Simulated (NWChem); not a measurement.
# B3LYP/def2-TZVP (core potential) run of InH2ClO (SMILES [OH][InH][Cl])

What is the vertical ionisation energy of InH2ClO at B3LYP/def2-TZVP (core potential)? 

The results are computed with NWChem 7.3.0.

### Step 1. Starting point

InH2ClO has 5 atoms, charge 0, and is taken as a singlet. SMILES: `[OH][InH][Cl]`. Geometry: relaxed at PBE0-D4/def2-TZVP. This is one conformer, not always the lowest.

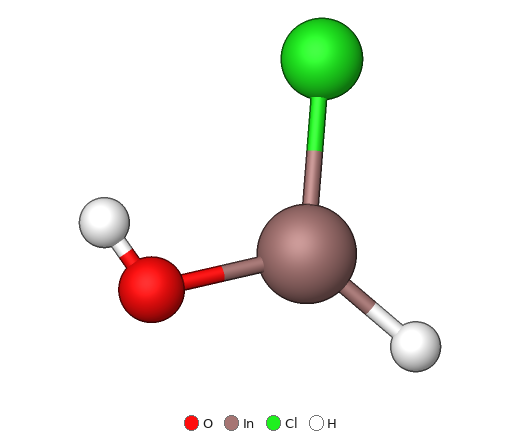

The structure, seen from a chosen angle (oxygen red, indium brown, chlorine green, hydrogen white).

### Step 2. The energy at B3LYP/def2-TZVP (core potential)

The input, work.nw:

```
start work
title "ClH2InO B3LYP"
memory stack 880 mb heap 220 mb global 1100 mb
geometry units angstrom noautosym nocenter noautoz
  O     -1.390100     0.131800    -0.577000
  In     0.449500     0.401800     0.067200
  Cl     1.287900    -1.597300     0.930400
  H     -1.681700    -0.774800    -0.447000
  H      1.334300     1.838500     0.026500
end
basis spherical bse
  * library def2-TZVP
end
ecp bse
  In library def2-TZVP
end
dft
  xc b3lyp
  grid fine
  convergence energy 1e-08
  iterations 100
  mulliken
  print low
end
task dft energy
```

The run is started by

```sh
nwchem work.nw > work.out
```

The program printed:

```text
[...]
 d= 0,ls=0.0,diis     1   -726.8437116072 -8.95D+02  1.72D-02  1.25D+00     5.2
[...]
 d= 0,ls=0.0,diis    11   -726.9538376279 -2.11D-09  2.59D-07  1.17D-09    42.4
         Total DFT energy =     -726.953837627946
      One electron energy =    -1412.079672423101
           Coulomb energy =      570.950574157773
    Exchange-Corr. energy =      -54.456360620918
 Nuclear repulsion energy =      168.631621258301
[...]
      Total Density - Mulliken Population Analysis
     ---------------------------------------------
    Atom       Charge   Shell Charges
 -----------   ------   -------------------------------------------------------
    1 O    8     8.64   0.79  1.18  0.60  0.92  0.34  1.89  1.87  1.04  0.00  0.01  0.00
    2 In  21    20.21   0.40 -0.84  1.62  0.82  0.86  0.20 -0.41  6.40  0.60  0.31  0.05  8.83  1.16  0.15  0.00  0.06
    3 Cl  17    17.39   2.01  0.43  1.52  1.15  0.82  4.19  1.67  1.14  2.77  1.66  0.00  0.02  0.00
    4 H    1     0.69   0.26  0.33  0.04  0.05
    5 H    1     1.07   0.22  0.51  0.32  0.01
[...]
```

Wall time 44 s (1 thread of AMD EPYC 9R14 (Zen 4), shared host); peak memory 0.13 GiB.

### Step 3. The doublet cation, same level

The input, clh2ino.nw:

```
start clh2ino
memory stack 880 mb heap 220 mb global 1100 mb
charge 1

geometry units angstroms noautosym nocenter noautoz
O       -1.390100       0.131800      -0.577000
In       0.449500       0.401800       0.067200
Cl       1.287900      -1.597300       0.930400
H       -1.681700      -0.774800      -0.447000
H        1.334300       1.838500       0.026500
end

basis spherical bse
* library def2-TZVP
end

ecp bse
In library def2-TZVP
end

dft
xc b3lyp
mult 2
grid fine
convergence energy 1e-08
maxiter 100
mulliken
noprint "final vectors analysis"
end

task dft energy
```

The run is started by

```sh
nwchem clh2ino.nw > clh2ino.out
```

The program printed:

```text
[...]
          Wavefunction type:  spin polarized.
          No. of atoms     :     5
          No. of electrons :    47
[...]
          Charge           :     1
          Spin multiplicity:     2
[...]
          AO basis - number of functions:   130
[...]
              XC Information
              --------------
                         B3LYP Method XC Potential
                     Hartree-Fock (Exact) Exchange  0.200
                        Slater Exchange Functional  0.800 local
                    Becke 1988 Exchange Functional  0.720 non-local
              Lee-Yang-Parr Correlation Functional  0.810
                  VWN I RPA Correlation Functional  0.190 local
[...]
 d= 0,ls=0.0,diis     1   -726.2027131181 -8.95D+02  1.64D-02  9.58D-01     5.9
[...]
 d= 0,ls=0.5,diis    66   -726.5572571994 -9.67D-09  2.31D-07  1.58D-08   307.8
[...]
         Total DFT energy =     -726.557257206464
      One electron energy =    -1400.005822053302
           Coulomb energy =      558.935721899930
    Exchange-Corr. energy =      -54.118778311392
 Nuclear repulsion energy =      168.631621258301
[...]
      Total Density - Mulliken Population Analysis
     ---------------------------------------------
    Atom       Charge   Shell Charges
 -----------   ------   -------------------------------------------------------
    1 O    8     8.40   0.79  1.18  0.61  0.94  0.31  1.86  1.84  0.85  0.00  0.01  0.00
    2 In  21    20.11   0.40 -0.84  1.62  0.81  0.92  0.18 -0.41  6.40  0.57  0.27  0.01  8.83  1.16  0.13  0.00  0.06
    3 Cl  17    16.94   2.01  0.43  1.52  1.19  0.81  4.19  1.67  1.11  2.73  1.25  0.00  0.02  0.00
    4 H    1     0.64   0.25  0.32  0.02  0.05
    5 H    1     0.90   0.21  0.49  0.20  0.01
[...]
      <S2> =      0.7640 (Exact =     0.7500)
[...]
```

It took 5.2 min on 1 thread of AMD EPYC 9R14 (Zen 4), shared host; peak memory 0.13 GiB.

### Step 4. Results

Level: B3LYP/def2-TZVP (core potential).

```
                                          quantity          value
                     singlet InH2ClO: total energy  -726.95384 Eh
                      doublet cation: total energy  -726.55726 Eh
                              doublet cation: ⟨S²⟩          0.764
vertical ionisation energy (to the doublet cation)      10.792 eV
```

In words: Removing an electron at fixed nuclei costs 10.79 eV (1041 kJ/mol). Mulliken charges (doublet cation) run from -0.40 on O1 to +0.89 on In2.
